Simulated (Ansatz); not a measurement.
## Response to strain in WSi2

Start from WSi2 (space group I4/mmm, No. 139; relaxed with 0.1 eV smearing).

```xyz
3
Lattice="-1.6145 1.6145 3.9349 1.6145 -1.6145 3.9349 1.6145 1.6145 -3.9349" Properties=species:S:1:pos:R:3 pbc="T T T"
W      0.0000     0.0000     0.0000
Si     0.0000     0.0000     2.6326
Si     0.0000     0.0000     5.2372
```

Strains are applied to the cell and any free atomic positions relax.

Level of theory: Ansatz (a quantum-chemistry and plane-wave program), PBE, PAW, cutoff 420 eV, no spin-orbit coupling.

Notes on the quantities. pressure: mean of the normal stresses, compression positive.

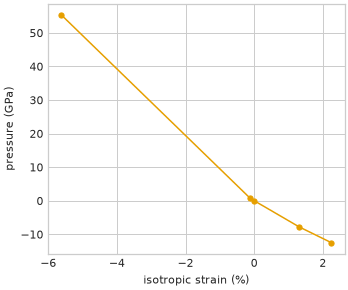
Fig. 1. Pressure against isotropic strain

```tsv
isotropic strain (%)	pressure
-5.62	55.3 GPa
-0.13	0.9 GPa
1.31	-7.8 GPa
2.24	-12.5 GPa
```

No phonon test of stability was made. The final runs are not spin-polarised.
